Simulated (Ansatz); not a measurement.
## CdTe (zinc blende): energy over volume and axial ratio

CdTe (zinc blende)

```cif
data_Cd4Te4
_chemical_formula_sum 'Te4 Cd4'
_space_group_name_H-M_alt 'F-43m'
_space_group_IT_number 216
_space_group_name_Hall 'F -4 2 3'
_cell_length_a 6.48920
_cell_length_b 6.48920
_cell_length_c 6.48920
_cell_angle_alpha 90.000
_cell_angle_beta 90.000
_cell_angle_gamma 90.000
loop_
_atom_site_label
_atom_site_type_symbol
_atom_site_symmetry_multiplicity
_atom_site_Wyckoff_symbol
_atom_site_fract_x
_atom_site_fract_y
_atom_site_fract_z
_atom_site_occupancy
Te1 Te 4 c 0.25000 0.25000 0.25000 1
Cd1 Cd 4 a 0.00000 0.00000 0.00000 1
```
(The calculation used a cell of 2 atoms; values per cell refer to that cell.)

Grid over V/V₀ and (c/a)/(c/a)₀, subscript 0 meaning the relaxed cell; the conventional c axis lies along z; no internal relaxation.

The numbers are results of PBEsol (plane waves to 420 eV, PAW, scalar-relativistic; Ansatz, a quantum-chemistry and plane-wave program), not measurements. k mesh 9×9×9 (Γ-centred), Fermi-Dirac smearing 0.05 eV. Energies are smeared free energies. CdTe was relaxed with its symmetry unable to fall. Spin-orbit coupling is left out, though Te is heavy. The zero of ΔE is the relaxed starting cell.

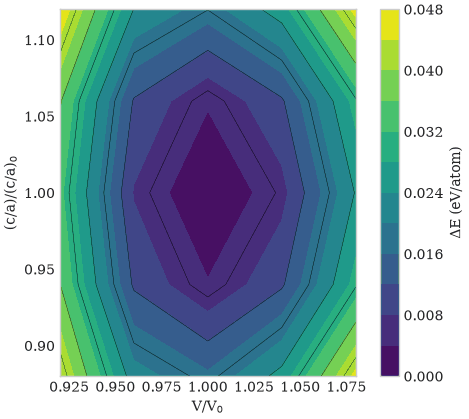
ΔE (eV/atom) over the 5×5 grid of computed points.

The shear modulus C′ = (C11 − C12)/2 (fit, atoms clamped) comes out as 8.6 GPa. Lowest place on the grid: V/V₀ = 1.000, (c/a)/(c/a)₀ = 1.000 (0.0 meV/atom). Highest place on the grid: V/V₀ = 0.920, (c/a)/(c/a)₀ = 1.120 (47.2 meV/atom).

Near the relaxed cell σzz − σxx = −2Cδ (compression positive), C being this modulus and δ the logarithm of the ratio.

(Under strain, the slope of the energy per volume gives the stress and its curvature an elastic modulus.)
